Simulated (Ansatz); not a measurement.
# FH6N3Zr: single points with varied inputs

Aim: run FH6N3Zr under a spread of inputs, and see what each costs and gives.

Method: the settings change from run to run; program: Ansatz 0.2.0, Gaussian basis.

### Step 1. The geometry

The structure was relaxed beforehand with PBE0-D4 in a triple-zeta def2 set. Zr takes a core potential in def2 sets; no spin-orbit term is included.

SMILES `[NH2][Zr]([NH2])([NH2])[F]`, 11 atoms, charge 0, spin multiplicity 1.

Atoms are counted from 1 here; the program's logs count them from 0.

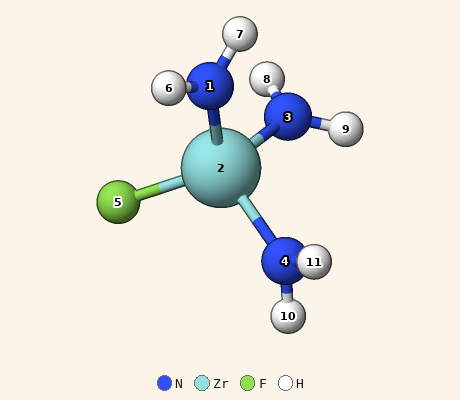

The structure; nitrogen blue, zirconium light teal, fluorine green, hydrogen white; atoms are numbered from 1 in the order of the file.

### Step 2. SVWN5/def2-TZVP

Options: a grid of angular degree 23.

Contents of in.yaml:

```yaml
crystal:
  periodic: [false, false, false]
  atoms:
    - {symbol: N, position_ang: [0.794075, 1.704144, 0.306143]}
    - {symbol: Zr, position_ang: [-0.455910, 0.184420, -0.220095]}
    - {symbol: N, position_ang: [0.568931, -1.018525, -1.505256]}
    - {symbol: N, position_ang: [-0.818307, -0.905927, 1.461707]}
    - {symbol: F, position_ang: [-2.089213, 0.844813, -1.008079]}
    - {symbol: H, position_ang: [0.505347, 2.577471, 0.727212]}
    - {symbol: H, position_ang: [1.780669, 1.757489, 0.095520]}
    - {symbol: H, position_ang: [0.677284, -0.853333, -2.497382]}
    - {symbol: H, position_ang: [0.957956, -1.924196, -1.284003]}
    - {symbol: H, position_ang: [-1.578390, -1.563356, 1.577388]}
    - {symbol: H, position_ang: [-0.342441, -0.803000, 2.346844]}
basis:
  gaussian: {orbitals: def2-TZVP, final_grid: {core_spheres: 8, valence_spheres: 7, degree: 23}}
hamiltonian: {xc: {name: SVWN5}}
output: {forces: true}
```

Launch:

```bash
$ ansatz run in.yaml --threads 4 --pin off --events-out ev --progress --plain --max-ram 10444MiB
```

Output, shortened:

```text
Functional definition: SVWN5
  name "SVWN5"
  cite "Dirac, Proc. Camb. Phil. Soc. 26, 376 (1930) doi:10.1017/S0305004100016108"
  cite "Slater, Phys. Rev. 81, 385 (1951) doi:10.1103/PhysRev.81.385"
  cite "Vosko, Wilk & Nusair, Can. J. Phys. 58, 1200 (1980) doi:10.1139/p80-159"
[...]
1206 factors; their error is unknown
[...]
mean field -8516.88967998 eV, -312.9899227841 hartree, gradient 6.3e-5 eV, S^2 0.000000; 0 other end points of the search recorded, 0 dependent functions left out
[...]
reference -8516.88977264 eV, -312.9899261892 hartree; 24, 24 occupied and 176, 176 virtual orbitals, 1206 factors
Total energy: -8516.88977264 eV, -312.9899261892 hartree
Atom 0 at     0.794075     1.704144     0.306143 Å, force    -0.370770    -0.533504    -0.111292 eV/Å
Atom 1 at    -0.455910     0.184420    -0.220095 Å, force    -0.087846     0.036124    -0.044250 eV/Å
Atom 2 at     0.568931    -1.018525    -1.505256 Å, force    -0.258520     0.403762     0.443346 eV/Å
Atom 3 at    -0.818307    -0.905927     1.461707 Å, force     0.177560     0.306414    -0.549560 eV/Å
Atom 4 at    -2.089213     0.844813    -1.008079 Å, force     0.175704    -0.069034     0.083141 eV/Å
Atom 5 at     0.505347     2.577471     0.727212 Å, force    -0.186575     0.396625     0.199782 eV/Å
Atom 6 at     1.780669     1.757489     0.095520 Å, force     0.470860    -0.016619    -0.119738 eV/Å
Atom 7 at     0.677284    -0.853333    -2.497382 Å, force     0.024801     0.123453    -0.466791 eV/Å
Atom 8 at     0.957956    -1.924196    -1.284003 Å, force     0.170360    -0.428340     0.153031 eV/Å
Atom 9 at    -1.578390    -1.563356     1.577388 Å, force    -0.375947    -0.305035     0.010514 eV/Å
Atom 10 at    -0.342441    -0.803000     2.346844 Å, force     0.260374     0.086154     0.401816 eV/Å
Dipole moment:     0.371756    -0.150225     0.179568 e Å
```

It took 0.8 s on 4 threads of Arm Neoverse V2, shared host.

Largest force 0.659 eV/Å, dipole 2.11 D.

### Step 3. revPBE/def2-TZVP

Set apart from the defaults: unrestricted orbitals.

in.yaml, as its differences from that of step 2:

```diff
@@ -15,4 +15,5 @@
 basis:
-  gaussian: {orbitals: def2-TZVP, final_grid: {core_spheres: 8, valence_spheres: 7, degree: 23}}
-hamiltonian: {xc: {name: SVWN5}}
+  gaussian: {orbitals: def2-TZVP}
+magnetization: {spin_polarized: true, initial_magnetization: 0}
+hamiltonian: {xc: {name: revPBE}}
 output: {forces: true}
```

Same command.

Output, shortened:

```text
Functional definition: revPBE
  name "revPBE"
  cite "Zhang & Yang, Phys. Rev. Lett. 80, 890 (1998) doi:10.1103/PhysRevLett.80.890"
  cite "Perdew, Burke & Ernzerhof, Phys. Rev. Lett. 77, 3865 (1996) doi:10.1103/PhysRevLett.77.3865"
[...]
1206 factors; their error is unknown
[...]
mean field -8572.85995895 eV, -315.0467925983 hartree, gradient 2.6e-5 eV, S^2 0.000000; 0 other end points of the search recorded, 0 dependent functions left out
[...]
reference -8572.86007734 eV, -315.0467969491 hartree; 24, 24 occupied and 176, 176 virtual orbitals, 1206 factors
Total energy: -8572.86007734 eV, -315.0467969491 hartree
Atom 0 at     0.794075     1.704144     0.306143 Å, force     0.028627    -0.030697     0.045407 eV/Å
Atom 1 at    -0.455910     0.184420    -0.220095 Å, force     0.000713     0.000335    -0.000767 eV/Å
Atom 2 at     0.568931    -1.018525    -1.505256 Å, force     0.054570     0.011801     0.023447 eV/Å
Atom 3 at    -0.818307    -0.905927     1.461707 Å, force     0.050327    -0.033679    -0.003601 eV/Å
Atom 4 at    -2.089213     0.844813    -1.008079 Å, force    -0.489447     0.197533    -0.236796 eV/Å
Atom 5 at     0.505347     2.577471     0.727212 Å, force    -0.106088     0.361143     0.162471 eV/Å
Atom 6 at     1.780669     1.757489     0.095520 Å, force     0.394445     0.046927    -0.075946 eV/Å
Atom 7 at     0.677284    -0.853333    -2.497382 Å, force     0.043292     0.051590    -0.405161 eV/Å
Atom 8 at     0.957956    -1.924196    -1.284003 Å, force     0.160618    -0.366454     0.062667 eV/Å
Atom 9 at    -1.578390    -1.563356     1.577388 Å, force    -0.310003    -0.263054     0.062097 eV/Å
Atom 10 at    -0.342441    -0.803000     2.346844 Å, force     0.172948     0.024555     0.366181 eV/Å
Dipole moment:     0.347157    -0.140267     0.167777 e Å
```

It took 3 s on 4 threads of Arm Neoverse V2, shared host.

Largest force 0.578 eV/Å, dipole 1.97 D, ⟨S²⟩ 0.000.

### Step 4. HSE06/cc-pVTZ-DK

This run has coordinates scaled by 1.05, a point charge of 2.00 e beside it.

Contents of in.yaml:

```yaml
crystal:
  periodic: [false, false, false]
  atoms:
    - {symbol: N, position_ang: [0.833779, 1.789351, 0.321450]}
    - {symbol: Zr, position_ang: [-0.478705, 0.193641, -0.231100]}
    - {symbol: N, position_ang: [0.597377, -1.069451, -1.580519]}
    - {symbol: N, position_ang: [-0.859223, -0.951223, 1.534792]}
    - {symbol: F, position_ang: [-2.193674, 0.887054, -1.058483]}
    - {symbol: H, position_ang: [0.530615, 2.706345, 0.763573]}
    - {symbol: H, position_ang: [1.869702, 1.845364, 0.100296]}
    - {symbol: H, position_ang: [0.711148, -0.896000, -2.622251]}
    - {symbol: H, position_ang: [1.005853, -2.020406, -1.348203]}
    - {symbol: H, position_ang: [-1.657310, -1.641524, 1.656258]}
    - {symbol: H, position_ang: [-0.359563, -0.843150, 2.464187]}
basis:
  gaussian: {orbitals: cc-pVTZ-DK, point_charges: [{charge: 2.00, position_ang: [5.998, 0.246, 0.423]}]}
hamiltonian: {xc: {name: HSE06}}
```

Same command.

Output, shortened:

```text
Functional definition: HSE06
  name "HSE06"
  cite "Heyd, Scuseria & Ernzerhof, J. Chem. Phys. 118, 8207 (2003) doi:10.1063/1.1564060"
  cite "Krukau, Vydrov, Izmaylov & Scuseria, J. Chem. Phys. 125, 224106 (2006) doi:10.1063/1.2404663"
  cite "Heyd & Scuseria, J. Chem. Phys. 120, 7274 (2004) doi:10.1063/1.1668634"
  cite "Ernzerhof & Perdew, J. Chem. Phys. 109, 3313 (1998) doi:10.1063/1.476928"
  cite "Perdew, Burke & Ernzerhof, Phys. Rev. Lett. 77, 3865 (1996) doi:10.1103/PhysRevLett.77.3865"
  parent pbe
[...]
  # The whole range is PBE's own exchange, as in plane waves. The composition of these papers is wPBEh.
[...]
1720 factors; their error is unknown
135 factors; integrals over basis functions are off by at most 6.9e-7 eV
[...]
mean field -105197.22647175 eV, -3865.9267675957 hartree, gradient 4.0e-5 eV, S^2 0.000000; 0 other end points of the search recorded, 0 dependent functions left out
reference -105197.22656643 eV, -3865.9267710749 hartree; 38, 38 occupied and 243, 243 virtual orbitals, 1720 factors
Total energy: -105197.22656643 eV, -3865.9267710749 hartree
Relativity: scalar
```

Run time: 4.7 s. Hardware: 4 threads of Arm Neoverse V2, shared host; peak memory 0.78 GiB.

### Step 5. r2SCAN50/ANO-RCC-VTZP

Set apart from the defaults: the search for lower states set to light.

Contents of in.yaml:

```yaml
crystal:
  periodic: [false, false, false]
  atoms:
    - {symbol: N, position_ang: [0.794075, 1.704144, 0.306143]}
    - {symbol: Zr, position_ang: [-0.455910, 0.184420, -0.220095]}
    - {symbol: N, position_ang: [0.568931, -1.018525, -1.505256]}
    - {symbol: N, position_ang: [-0.818307, -0.905927, 1.461707]}
    - {symbol: F, position_ang: [-2.089213, 0.844813, -1.008079]}
    - {symbol: H, position_ang: [0.505347, 2.577471, 0.727212]}
    - {symbol: H, position_ang: [1.780669, 1.757489, 0.095520]}
    - {symbol: H, position_ang: [0.677284, -0.853333, -2.497382]}
    - {symbol: H, position_ang: [0.957956, -1.924196, -1.284003]}
    - {symbol: H, position_ang: [-1.578390, -1.563356, 1.577388]}
    - {symbol: H, position_ang: [-0.342441, -0.803000, 2.346844]}
basis:
  gaussian: {orbitals: ANO-RCC-VTZP}
hamiltonian: {xc: {name: r2SCAN50}}
scf: {lower_state_search: light}
```

Same command.

Output, shortened:

```text
Functional definition: r2SCAN50
  name "r2SCAN50"
  cite "Bursch, Neugebauer, Ehlert & Grimme, J. Chem. Phys. 156, 134105 (2022) doi:10.1063/5.0086040"
  cite "Furness, Kaplan, Ning, Perdew & Sun, J. Phys. Chem. Lett. 11, 8208 (2020) doi:10.1021/acs.jpclett.0c02405"
  cite "Furness, Kaplan, Ning, Perdew & Sun, J. Phys. Chem. Lett. 11, 9248 (2020) doi:10.1021/acs.jpclett.0c03077"
  parent r2scan
[...]
2248 factors; their error is unknown
[...]
mean field -105207.60588373 eV, -3866.3082039504 hartree, gradient 2.2e-5 eV, S^2 0.000000; 0 other end points of the search recorded, 0 dependent functions left out
reference -105207.60589576 eV, -3866.3082043925 hartree; 38, 38 occupied and 234, 234 virtual orbitals, 2248 factors
Total energy: -105207.60589576 eV, -3866.3082043925 hartree
Relativity: scalar
```

Wall time 12 s (4 threads of Arm Neoverse V2, shared host); peak memory 0.98 GiB.

### Step 6. CCSD(T)/def2-SVP

Set apart from the defaults: correlated electrons set to outside_noble_gas.

in.yaml, as its differences from that of step 5:

```diff
@@ -15,4 +15,4 @@
 basis:
-  gaussian: {orbitals: ANO-RCC-VTZP}
-hamiltonian: {xc: {name: r2SCAN50}}
-scf: {lower_state_search: light}
+  gaussian: {orbitals: def2-SVP}
+hamiltonian: {xc: {name: HF}}
+correlation: {method: ccsd_t, electrons: outside_noble_gas}
```

Same command.

Output, shortened:

```text
Functional definition: HF
  name "HF"
  cite "Fock, Z. Phys. 61, 126 (1930) doi:10.1007/BF01340294"
  parent pbe
[...]
1197 factors; integrals over basis functions are off by at most 1.3e-3 eV
[...]
mean field -8511.70183813 eV, -312.7992731126 hartree, gradient 2.5e-6 eV, S^2 0.000000; 0 other end points of the search recorded, 0 dependent functions left out
8 core orbitals not correlated: weight in the atoms' cores, before any rotation towards them, 0.720 or more for the frozen orbitals, at most 0.271 for the correlated occupied ones
reference -8511.70183813 eV, -312.7992731126 hartree; 16, 16 occupied and 93, 93 virtual orbitals, 1197 factors
second order -22.20615839 eV of doubles, -0.00000000 eV of singles
cycle   1  -22.22158599 eV  change   -1.5e-2 eV  update   1.4e-1
[...]
cycle  10  -22.95037584 eV  change   -5.4e-6 eV  update   1.5e-5
perturbative correction -0.63661632 eV, -0.0233952181 hartree
Total energy: -8535.28883029 eV, -313.6660790864 hartree
```

It took 6.5 s on 4 threads of Arm Neoverse V2, shared host; peak memory 0.67 GiB.

T1 0.018.

### Step 7. B97M-V/STO-3G

Options: charge +1, multiplicity 2, atoms shaken by 0.15 Å, a grid of angular degree 11, the search for lower states set to off.

Contents of in.yaml:

```yaml
crystal:
  periodic: [false, false, false]
  atoms:
    - {symbol: N, position_ang: [0.864400, 1.673075, 0.183616]}
    - {symbol: Zr, position_ang: [-0.151600, 0.356099, -0.192825]}
    - {symbol: N, position_ang: [0.491552, -1.204514, -1.317924]}
    - {symbol: N, position_ang: [-0.603941, -0.908922, 1.345353]}
    - {symbol: F, position_ang: [-2.262759, 0.832826, -1.119031]}
    - {symbol: H, position_ang: [0.582300, 2.666056, 0.603333]}
    - {symbol: H, position_ang: [1.768444, 1.726379, 0.007719]}
    - {symbol: H, position_ang: [0.545451, -0.922888, -2.379863]}
    - {symbol: H, position_ang: [0.963263, -1.983662, -1.444915]}
    - {symbol: H, position_ang: [-1.544311, -1.498041, 1.343135]}
    - {symbol: H, position_ang: [-0.366202, -0.699653, 2.428732]}
basis:
  gaussian: {orbitals: STO-3G, final_grid: {core_spheres: 5, valence_spheres: 4, degree: 11}}
total_charge: 1
magnetization: {spin_polarized: true, initial_magnetization: 1}
hamiltonian: {xc: {name: B97M-V}}
scf: {lower_state_search: off}
```

Same command.

Output, shortened:

```text
Functional definition: B97M-V
  name "B97M-V"
  cite "Mardirossian & Head-Gordon, J. Chem. Phys. 142, 074111 (2015) doi:10.1063/1.4907719"
  cite "Becke, J. Chem. Phys. 107, 8554 (1997) doi:10.1063/1.475007"
  cite "Vydrov & Van Voorhis, J. Chem. Phys. 133, 244103 (2010) doi:10.1063/1.3521275"
  # Of w^i u^j: cxij and so on, Table III.
[...]
  gx(w, u) = cx00 + cx01*u + cx02*u^2 + (cx10 + cx11*u)*w
  gss(w, u) = css00 + css02*u^2 + css10*w + (css32*w^3 + css42*w^4)*u^2
  gos(w, u) = cos00 + cos01*u + cos03*u^3 + cos10*w + cos32*w^3*u^2
[...]
      + integral(e_c_pw_mod_opposite_spin*gos(b97_w_opposite, b97_u_opposite)) + vv10(b, c)
[...]
688 factors; integrals over basis functions are off by at most 9.0e-5 eV
[...]
mean field -102545.25533506 eV, -3768.4686258930 hartree, gradient 1.8e-6 eV, S^2 0.768146; 0 other end points of the search recorded, 0 dependent functions left out
reference -102545.25541129 eV, -3768.4686286944 hartree; 38, 37 occupied and 15, 16 virtual orbitals, 688 factors
Total energy: -102545.25541129 eV, -3768.4686286944 hartree
Checks for a lower state left out: stability, starts, cluster_reference, orbital_swaps, neighbouring_geometries, increment
```

It took 2.5 s on 4 threads of Arm Neoverse V2, shared host.

⟨S²⟩ 0.768.

### Step 8. CAM-B3LYP/def2-TZVPP

Options: finite nuclei, D3(BJ) with three-body dispersion.

Contents of in.yaml:

```yaml
crystal:
  periodic: [false, false, false]
  atoms:
    - {symbol: N, position_ang: [0.794075, 1.704144, 0.306143]}
    - {symbol: Zr, position_ang: [-0.455910, 0.184420, -0.220095]}
    - {symbol: N, position_ang: [0.568931, -1.018525, -1.505256]}
    - {symbol: N, position_ang: [-0.818307, -0.905927, 1.461707]}
    - {symbol: F, position_ang: [-2.089213, 0.844813, -1.008079]}
    - {symbol: H, position_ang: [0.505347, 2.577471, 0.727212]}
    - {symbol: H, position_ang: [1.780669, 1.757489, 0.095520]}
    - {symbol: H, position_ang: [0.677284, -0.853333, -2.497382]}
    - {symbol: H, position_ang: [0.957956, -1.924196, -1.284003]}
    - {symbol: H, position_ang: [-1.578390, -1.563356, 1.577388]}
    - {symbol: H, position_ang: [-0.342441, -0.803000, 2.346844]}
basis:
  gaussian: {orbitals: def2-TZVPP, nuclear_model: gaussian}
hamiltonian: {xc: {name: CAM-B3LYP}, dispersion: d3bjatm}
output: {forces: true}
```

The command is unchanged.

Output, shortened:

```text
Functional definition: CAM-B3LYP
  name "CAM-B3LYP"
  cite "Yanai, Tew & Handy, Chem. Phys. Lett. 393, 51 (2004) doi:10.1016/j.cplett.2004.06.011"
  cite "Iikura, Tsuneda, Yanai & Hirao, J. Chem. Phys. 115, 3540 (2001) doi:10.1063/1.1383587"
  cite "Becke, Phys. Rev. A 38, 3098 (1988) doi:10.1103/PhysRevA.38.3098"
  cite "Lee, Yang & Parr, Phys. Rev. B 37, 785 (1988) doi:10.1103/PhysRevB.37.785"
  cite "Vosko, Wilk & Nusair, Can. J. Phys. 58, 1200 (1980) doi:10.1139/p80-159"
[...]
  # Exact exchange under (alpha + beta erf(omega r))/r, Becke's under what is left of 1/r.
[...]
1321 factors; their error is unknown
379 factors; integrals over basis functions are off by at most 1.0e-5 eV
[...]
mean field -8570.74691971 eV, -314.9691398385 hartree, gradient 1.2e-5 eV, S^2 0.000000; 0 other end points of the search recorded, 0 dependent functions left out
[...]
Atom 1 at    -0.455910     0.184420    -0.220095 Å, force    -0.016408     0.007096    -0.009001 eV/Å
Atom 2 at     0.568931    -1.018525    -1.505256 Å, force     0.033683    -0.077050    -0.095074 eV/Å
Atom 3 at    -0.818307    -0.905927     1.461707 Å, force    -0.051556    -0.049837     0.105216 eV/Å
Atom 4 at    -2.089213     0.844813    -1.008079 Å, force    -0.036192     0.014284    -0.018058 eV/Å
Atom 5 at     0.505347     2.577471     0.727212 Å, force     0.027005    -0.029146    -0.008687 eV/Å
Atom 6 at     1.780669     1.757489     0.095520 Å, force    -0.035162     0.008154     0.016332 eV/Å
Atom 7 at     0.677284    -0.853333    -2.497382 Å, force     0.011176    -0.016532     0.034923 eV/Å
Atom 8 at     0.957956    -1.924196    -1.284003 Å, force    -0.007135     0.033225    -0.019155 eV/Å
Atom 9 at    -1.578390    -1.563356     1.577388 Å, force     0.035893     0.014248     0.009469 eV/Å
Atom 10 at    -0.342441    -0.803000     2.346844 Å, force    -0.021924    -0.015758    -0.027519 eV/Å
Dipole moment:     0.347948    -0.140575     0.168135 e Å
```

It took 4 s on 4 threads of Arm Neoverse V2, shared host; peak memory 0.83 GiB.

Largest force 0.127 eV/Å, dipole 1.98 D.

### Step 9. r2SCAN0/cc-pVTZ-DK

Set apart from the defaults: coordinates scaled by 1.05.

Contents of in.yaml:

```yaml
crystal:
  periodic: [false, false, false]
  atoms:
    - {symbol: N, position_ang: [0.833779, 1.789351, 0.321450]}
    - {symbol: Zr, position_ang: [-0.478705, 0.193641, -0.231100]}
    - {symbol: N, position_ang: [0.597377, -1.069451, -1.580519]}
    - {symbol: N, position_ang: [-0.859223, -0.951223, 1.534792]}
    - {symbol: F, position_ang: [-2.193674, 0.887054, -1.058483]}
    - {symbol: H, position_ang: [0.530615, 2.706345, 0.763573]}
    - {symbol: H, position_ang: [1.869702, 1.845364, 0.100296]}
    - {symbol: H, position_ang: [0.711148, -0.896000, -2.622251]}
    - {symbol: H, position_ang: [1.005853, -2.020406, -1.348203]}
    - {symbol: H, position_ang: [-1.657310, -1.641524, 1.656258]}
    - {symbol: H, position_ang: [-0.359563, -0.843150, 2.464187]}
basis:
  gaussian: {orbitals: cc-pVTZ-DK}
hamiltonian: {xc: {name: r2SCAN0}}
```

Same command.

Output, shortened:

```text
Functional definition: r2SCAN0
  name "r2SCAN0"
  cite "Bursch, Neugebauer, Ehlert & Grimme, J. Chem. Phys. 156, 134105 (2022) doi:10.1063/5.0086040"
  cite "Furness, Kaplan, Ning, Perdew & Sun, J. Phys. Chem. Lett. 11, 8208 (2020) doi:10.1021/acs.jpclett.0c02405"
  cite "Furness, Kaplan, Ning, Perdew & Sun, J. Phys. Chem. Lett. 11, 9248 (2020) doi:10.1021/acs.jpclett.0c03077"
  parent r2scan
[...]
1720 factors; their error is unknown
[...]
mean field -105208.06912237 eV, -3866.3252276566 hartree, gradient 5.7e-5 eV, S^2 0.000000; 0 other end points of the search recorded, 0 dependent functions left out
reference -105208.06914826 eV, -3866.3252286082 hartree; 38, 38 occupied and 243, 243 virtual orbitals, 1720 factors
Total energy: -105208.06914826 eV, -3866.3252286082 hartree
Relativity: scalar
```

Wall time 7 s (4 threads of Arm Neoverse V2, shared host); peak memory 0.77 GiB.

### Step 10. The runs in one table

| level | charge | multiplicity | geometry | functions | energy (eV) | time |
| --- | --- | --- | --- | --- | --- | --- |
| SVWN5/def2-TZVP | 0 | 1 | relaxed | 200 | -8516.890 | 0.8 s |
| revPBE/def2-TZVP | 0 | 1 | relaxed | 200 | -8572.860 | 3 s |
| HSE06/cc-pVTZ-DK | 0 | 1 | scaled, point charge | 281 | -105197.227 | 4.7 s |
| r2SCAN50/ANO-RCC-VTZP | 0 | 1 | relaxed | 272 | -105207.606 | 12 s |
| CCSD(T)/def2-SVP | 0 | 1 | relaxed | 117 | -8535.289 | 6.5 s |
| B97M-V/STO-3G | 1 | 2 | shaken | 53 | -102545.255 | 2.5 s |
| CAM-B3LYP/def2-TZVPP | 0 | 1 | relaxed | 264 | -8570.931 | 4 s |
| r2SCAN0/cc-pVTZ-DK | 0 | 1 | scaled | 281 | -105208.069 | 7 s |

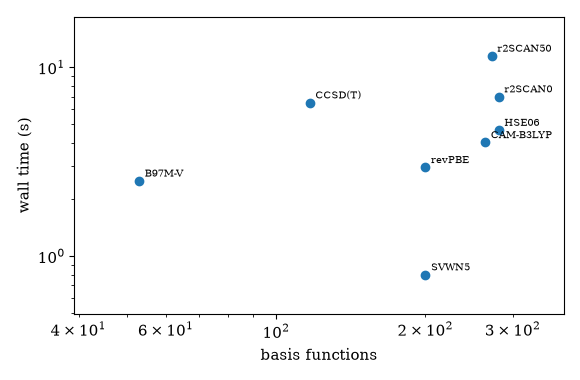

Wall time against the number of basis functions (shared host).

### Step 11. Results

| quantity | value |
| --- | --- |
| runs | 8 |
| quickest | SVWN5/def2-TZVP, 0.8 s |
| slowest | r2SCAN50/ANO-RCC-VTZP, 12 s |
| spread of total energies, same state and geometry | 96690.7 eV |
| dipole, same state and geometry | 1.97 to 2.11 D |

r2SCAN50/ANO-RCC-VTZP took 14 times as long as SVWN5/def2-TZVP. The jobs differ in tasks and options as well as level. Total energies at one charge and spin differ by 96691 eV between levels, so only differences within one level mean anything. Some of these runs are scalar-relativistic and others not, which shifts the totals of all-electron atoms past neon by eV; core potentials, where a basis has them, take the core out of the total altogether. At the PBE0-D4/def2-TZVP geometry and in the same state, runs without warnings or point charges leave forces up to 0.66 eV/Å (SVWN5/def2-TZVP). At that geometry and state the dipole changes by 7 % between the lowest and highest value.
